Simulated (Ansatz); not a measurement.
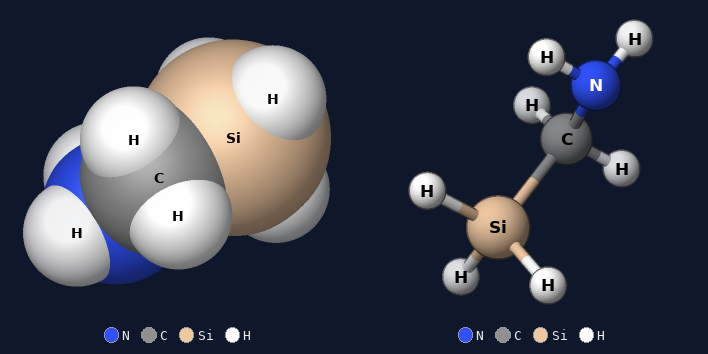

Both panels show the same species.

Computed geometry: PBE0-D4/def2-TZVP optimisation.

Question: Count the atoms of each element.

Answer: CH7NSi, 10 atoms: 1 carbon, 7 hydrogen, 1 nitrogen and 1 silicon.

Question: Write the SMILES.

Answer: NC[SiH3]

Question: Does it have rings?

Answer: It has no ring.

Question: What is the point group of this geometry?

Answer: C1.

More results for the same structure follow; atom numbers are the same in all pictures, views and colours differ.

**Shape**

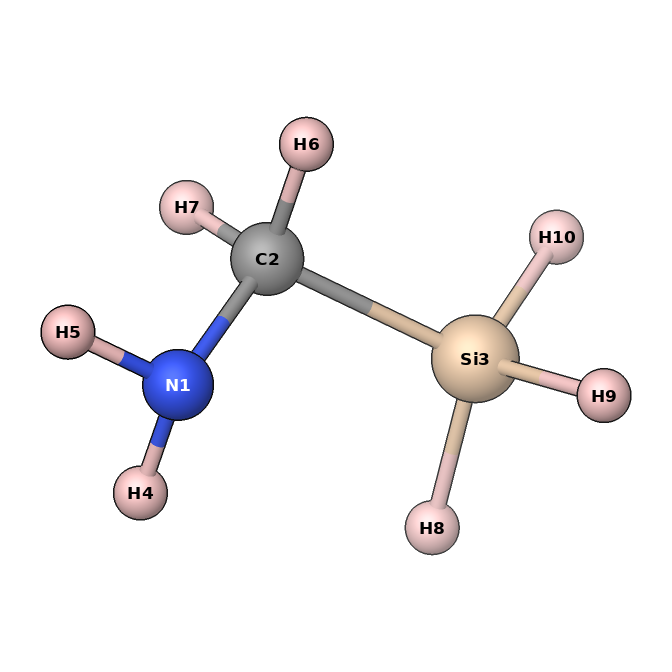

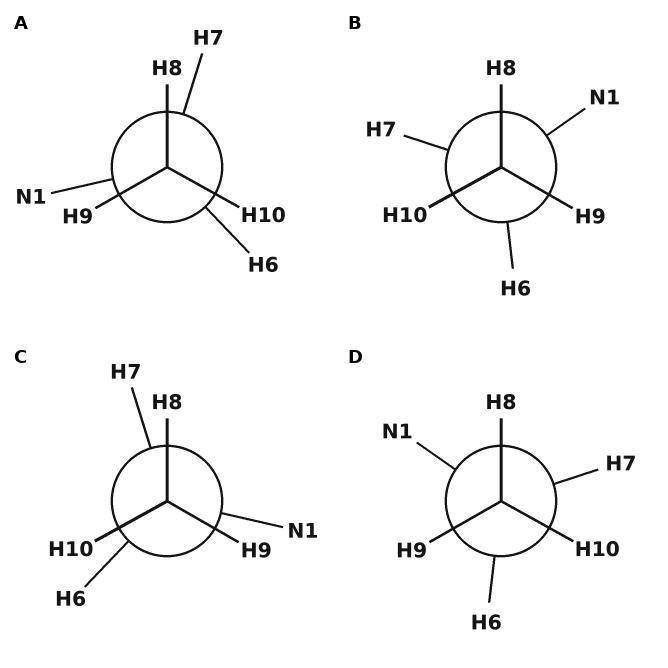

Atoms fade into the background with distance from the viewer. Bonds that would overlap in a projection are set slightly apart.

Question: Which Newman projection shows the view along Si3–C2, with Si3 in front?

Answer: B. The torsion angle H8–Si3–C2–N1 is 55°, synclinal (gauche).

**Dipole moment**

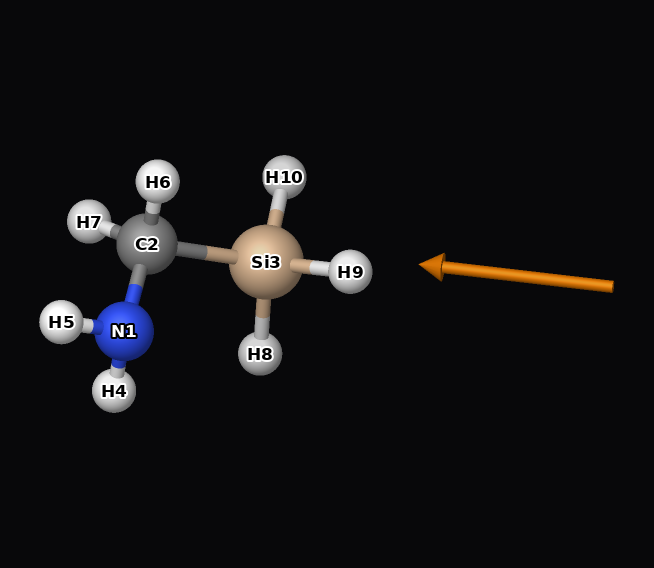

The arrow beside the molecule shows the direction of the dipole moment, from the negative to the positive end (its length means nothing). Properties computed with RKS PBE0-D4/def2-TZVP (Ansatz 0.2.0).

Question: How large is the dipole moment?

Answer: 1.67 D; it points from the side of H9 to the side of H5, H7 (the outermost atoms at the two ends).

**Electronic properties**

Method: RKS r2SCANh-D4/def2-TZVPP (Ansatz 0.2.0).

Question: What is the HOMO energy (Kohn–Sham orbital)?

Answer: −6.34 eV.

Question: Give the dispersion correction at this level.

Answer: −3.8 kJ/mol.

Question: Give the LUMO energy (Kohn–Sham orbital) at this level.

Answer: 0.62 eV.

**Vibrations**

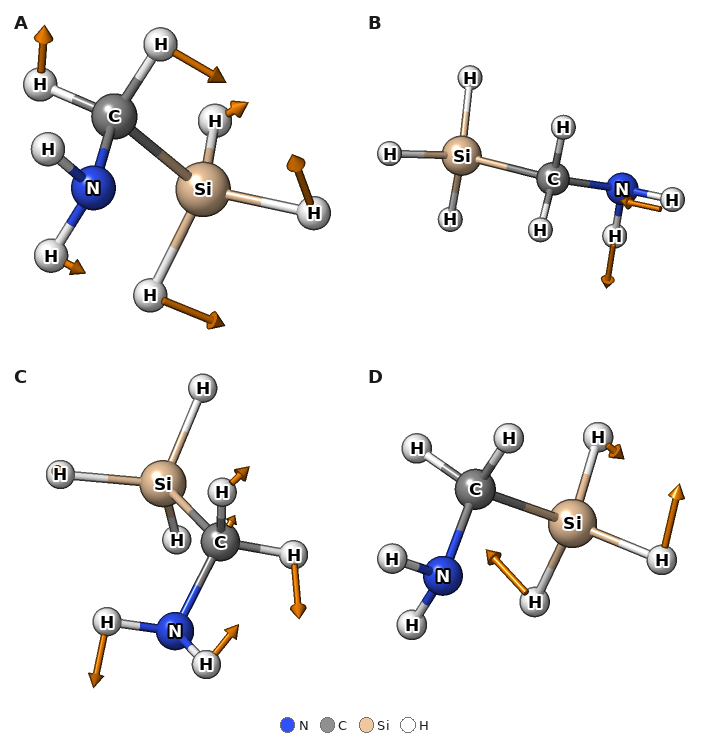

4 normal modes of one molecule or complex, as arrows. Harmonic vibrations computed with RKS PBE0-D4/def2-TZVP (Ansatz 0.2.0) at a stationary point of the same level.

Question: Match the panels to the wavenumbers 519 cm⁻¹, 949 cm⁻¹, 1110 cm⁻¹, 3606 cm⁻¹.

Answer: A: 519 cm⁻¹, C–Si–H bending
B: 3606 cm⁻¹, out-of-phase stretching of 2 N–H bonds
C: 1110 cm⁻¹
D: 949 cm⁻¹, H–Si–H bending

**Charges**

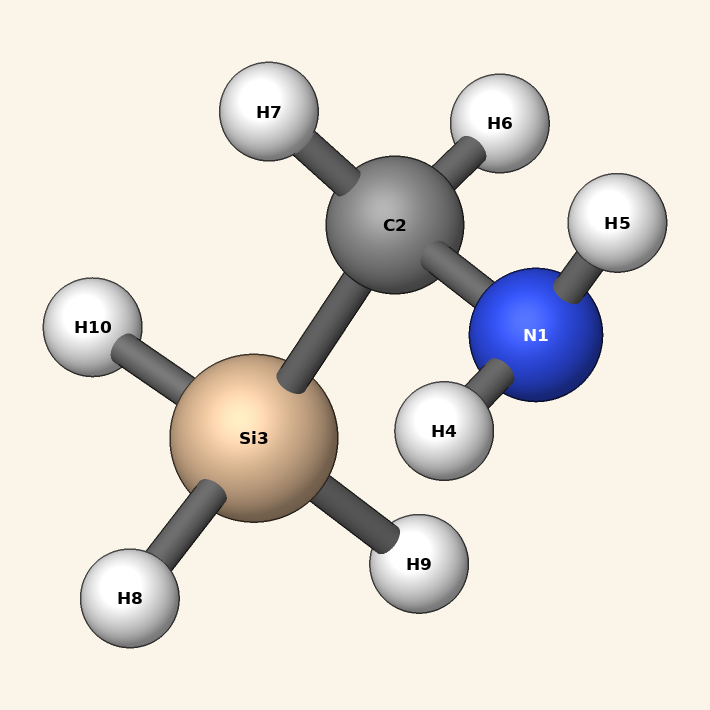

The questions are on Mulliken charges. Level of theory: RKS PBE0-D4/def2-TZVP (Ansatz 0.2.0).

Question: Which atom carries the highest charge (most positive or least negative)?

Answer: H4 (0.23 e).

Question: And the lowest?

Answer: N1 (−0.52 e).

Give the Mulliken charges atom by atom.

| atom | value (e) |
| --- | --- |
| N1 | −0.52 |
| C2 | −0.24 |
| Si3 | 0.16 |
| H4 | 0.23 |
| H5 | 0.22 |
| H6 | 0.12 |
| H7 | 0.11 |
| H8 | −0.03 |
| H9 | −0.02 |
| H10 | −0.03 |

Mulliken values depend strongly on the basis set and can even reverse the polarity of a bond.
